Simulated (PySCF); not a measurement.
**Cl$_{2}$F$_{2}$Si, SMILES `F[Si](F)(Cl)Cl`: what the electrons do**

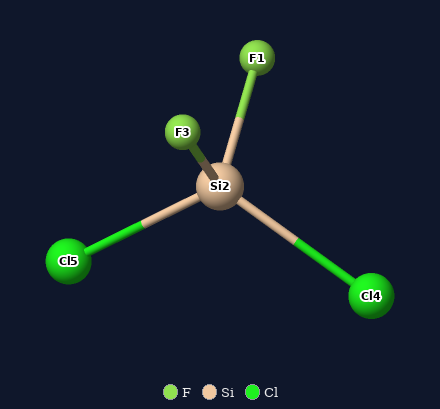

The molecule, with its atoms numbered as below. No frequency check shows the geometry to be a minimum.

Coordinates in Å:

```
F1      -0.0001   -1.2745   -1.2250
Si2      0.0000   -0.2525   -0.0001
F3       0.0001   -1.2745    1.2251
Cl4     -1.6825    0.7787    0.0001
Cl5      1.6824    0.7787   -0.0001
```

### 1. Bonding charge

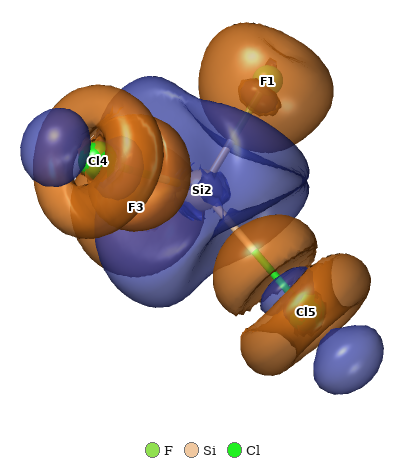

Deformation density (molecule less spherical, spin-averaged free atoms at the same positions), surfaces at ±0.04 e/Å³; orange: gain, blue: loss.

PySCF calculation, B3LYP/def2-SVPD, gas phase; geometry: GFN2-xTB.

**Describe the bonding that the map shows.**

Si2–Cl5 and Si2–Cl4: +0.08 e/Å³ at the bond critical point (bond length 1.97 Å); up to 0.6 Å beside the axis the gain reaches +0.22 e/Å³. F1–Si2 and Si2–F3: 0.00 e/Å³ at the bond critical point (bond length 1.59 Å); up to 0.6 Å beside the axis the gain reaches +0.26 e/Å³. In all, 1.1 electrons gather in the regions of gain relative to the promolecule. A small or negative value marks a very polar bond, one between electron-rich atoms, whose free-atom densities already overlap strongly, a long bond to a heavier atom, or a closed-shell contact such as a hydrogen bond.

### 2. Bond critical points

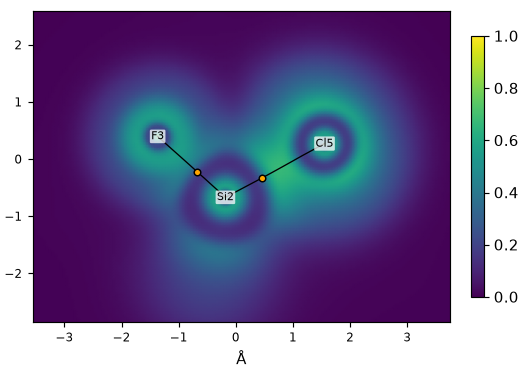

Localised orbital locator (LOL) in the plane of Si2, F3 and Cl5, with bond paths and bond critical points (dots).

**Rank the bonds in the plane by LOL at their critical points.**

Si2–Cl5: about 0.33; Si2–F3: about 0.23. Values above 0.5 mark slow, localised electrons, as in shared pairs; low values at a critical point mark a polar or closed-shell contact whose critical point lies between the shells.

**Where along Si2–Cl5 does the critical point lie?**

0.72 Å from Si2 and 1.25 Å from Cl5.

### 3. Local ionisation energy

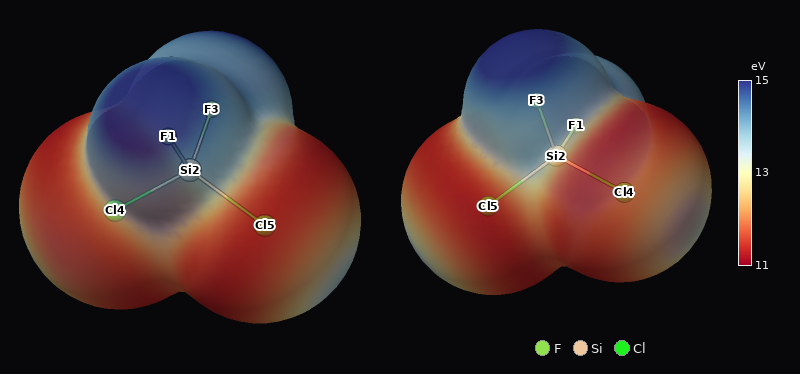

Average local ionisation energy on the surface of electron density 0.001 a.u. (back view left, front view right).

**Where are the most loosely bound electrons on this surface?**

The lowest value is 11.2 eV, 2.1 Å from Cl5, and at like points elsewhere. For comparison, the highest occupied orbital lies at −10.0 eV.

**What volume does the surface enclose, and what is the dipole moment?**

About 106 Å³; the dipole moment is 1.5 D.

### 4. In an electric field

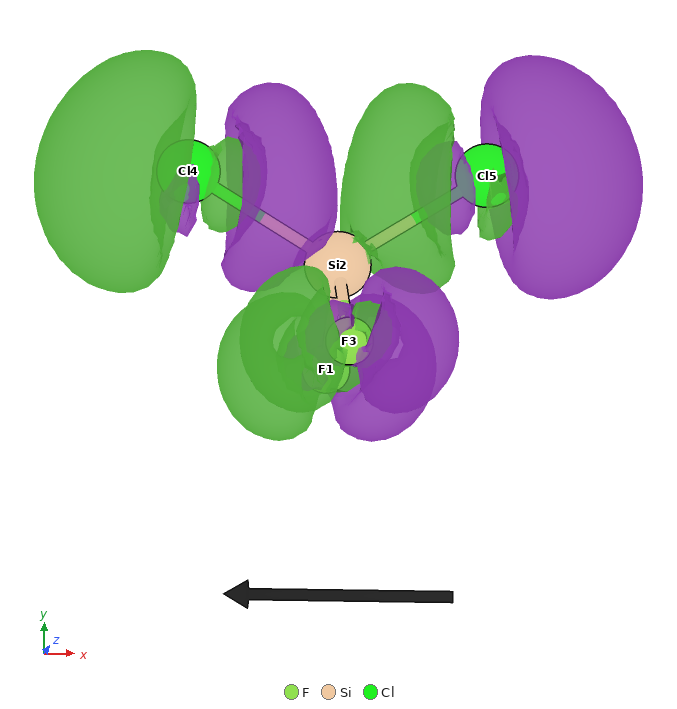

Change of the electron density in a uniform field of 0.21 V/Å along −x (arrow), surfaces at ±0.001 e/Å³ (purple: gain, green: loss).

Method: B3LYP/def2-SVPD; geometry: GFN2-xTB; program: PySCF.

The field was applied in both directions; the picture shows the one opposite to the script's first.

**What dipole is induced, and what polarisability does it imply?**

The induced dipole is 0.59 D (along the field); α along this axis, from the fields in both directions, is 58 bohr³ (8.6 Å³).

### 5. Removing or adding an electron

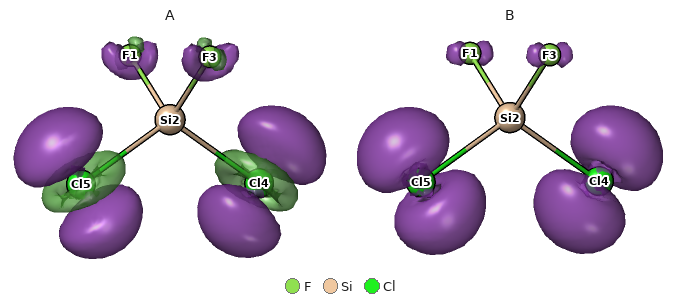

The Fukui function f⁻ from two separate SCF calculations and the density of the HOMO, at ±0.04 e/Å³ (purple positive, green negative).

Level of theory: B3LYP/def2-SVPD (PySCF), at a geometry from GFN2-xTB.

**Which panel is which, and how good is the frozen-orbital picture?**

A is f⁻ (it has negative regions), B the HOMO density. The HOMO lies on Cl4 and Cl5 (46 % each) and Si2 (6 %); f⁻ (Hirshfeld-condensed) is largest on Cl4 and Cl5 (0.39 each); the vertical ionisation energy is 12.51 eV. Relaxation shifts 13 % of the electron between atoms. The orbital energy is −9.99 eV.

The PySCF runs shown took 18 s, 42 s and 6.3 min on 1 thread of Arm Neoverse N1 (shared host).
